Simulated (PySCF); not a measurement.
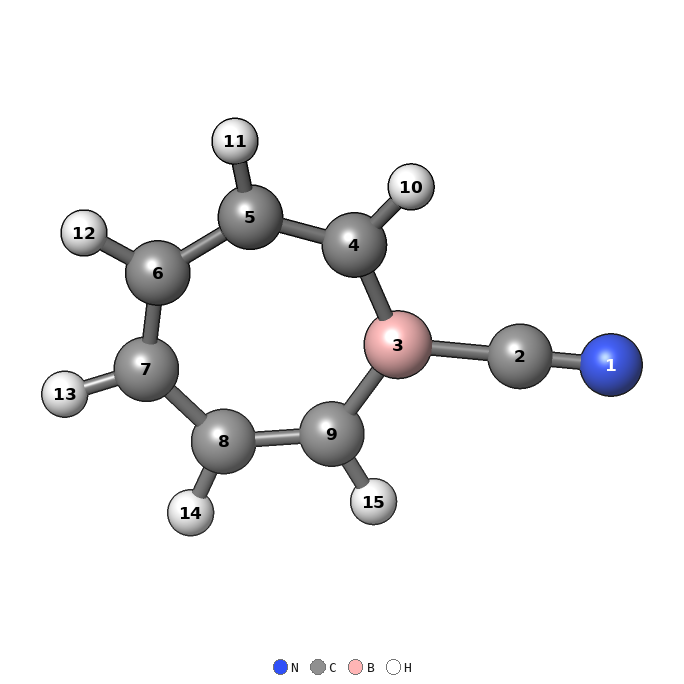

The computed structure is the end point of a PBE0-D3(BJ)/def2-SVP optimisation. No frequency run is at hand to confirm it as a minimum.

> Describe the coordination of atom 5.

C5 has 3 neighbours (C4 at 1.38, C6 at 1.42, H11 at 1.10 Å); the arrangement is trigonal planar.

> How are the neighbours of atom 2 arranged?

C2 has 2 neighbours (N1 at 1.16, B3 at 1.56 Å); the arrangement is linear.

> Describe the coordination of atom 6.

C6 has 3 neighbours (C5 at 1.42, C7 at 1.38, H12 at 1.09 Å); the arrangement is trigonal planar.

> What is the geometry at C4?

C4 has 3 neighbours (B3 at 1.52, C5 at 1.38, H10 at 1.10 Å); the arrangement is trigonal planar.

> What is the dihedral angle C2–B3–C4–C5?

180° in size, that is anti.
